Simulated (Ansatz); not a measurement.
**Response to strain in TaN**

Base system: TaN in the rock salt structure (space group Fm-3m, No. 225; relaxed with 0.1 eV smearing).

```yaml
crystal:
  lattice:
    - [0.00000, 2.18798, 2.18798]
    - [2.18798, 0.00000, 2.18798]
    - [2.18798, 2.18798, 0.00000]
  atoms:
    - { symbol: N, position: [0.00000, 0.00000, 0.00000] }
    - { symbol: Ta, position: [0.50000, 0.50000, 0.50000] }
```

Strains are applied to the cell and any free atomic positions relax.

The values are results of PBEsol, PAW, 420 eV (Ansatz, an electronic-structure program; no spin-orbit coupling), not measurements.

Notes on the quantities. energy relative to the base: free energy F.

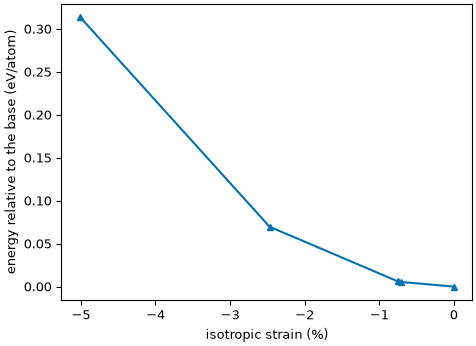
Figure. Energy relative to the base against isotropic strain

**Question.** From the plot, what is the energy relative to the base for isotropic strain −5.01 %?

**Answer.** About 0.31 eV/atom.

**Question.** Is the trend monotonic over the range shown?

**Answer.** Yes, it falls throughout, spanning 0 meV/atom to +0.314 eV/atom.

Whether these cells are dynamically stable was not tested. All final runs are without spin polarisation. This is not the structure that TaN has at room temperature and ambient pressure.
